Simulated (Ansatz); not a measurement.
# AlFH2···H2: what the fields show

The calculation's input:

```
crystal:
  periodic: [false, false, false]
  atoms:
    - { symbol: Al, position_ang: [0.018803, -0.477661, -0.413843] }
    - { symbol: H, position_ang: [0.012092, -0.038895, 2.309788] }
    - { symbol: H, position_ang: [1.403492, 0.167738, -0.764039] }
    - { symbol: H, position_ang: [-1.388109, 0.122416, -0.756611] }
    - { symbol: F, position_ang: [0.047233, -1.97844, 0.333894] }
    - { symbol: H, position_ang: [0.034289, -0.693659, 2.032811] }
basis:
  gaussian: { orbitals: def2-TZVP }
hamiltonian:
  xc: b3lyp
relax:
  f_tol: 0.03
  max_steps: 50
output:
  orbitals: {}
```

Launched as:

```sh
ansatz run input.yaml --threads 2 --pin off --max-ram 3072MiB --backend cpu --events-out ev --progress --plain --runs-dir out
```

The fields are those of the run's last geometry, not of the input's.

Computed with Ansatz 0.2.0, RKS B3LYP/def2-TZVP.

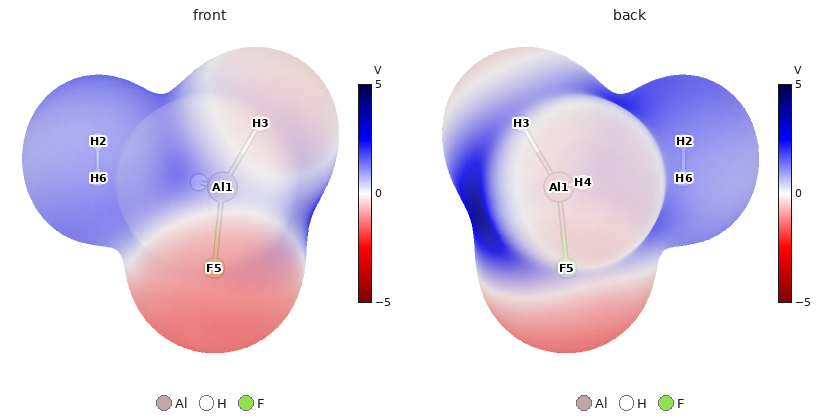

Figure 1. The molecular electrostatic potential painted on the density surface at 0.002 e/bohr³, seen from the front and from behind; red is negative and blue positive.

**Describe the electrostatic potential map.**

The most negative region (about −1.3 V, or −30 kcal/mol for a unit charge) lies over F5, the most positive (about +3.9 V, or +90 kcal/mol for a unit charge) over Al1.

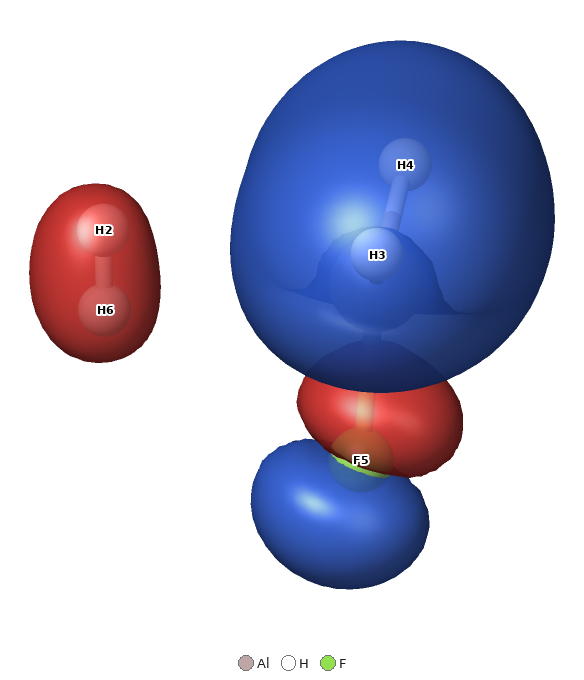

Figure 2. The HOMO−1 at ±0.08 Å⁻³ᐟ² (red and blue are the two phases), seen at a tilt.

**Where does this orbital lie, and at what energy?**

Its weight (Hirshfeld) is mainly on Al1 (about 35 %), H3 (about 20 %), H4 (about 20 %) and F5 (about 20 %). Its energy is −10.26 eV.
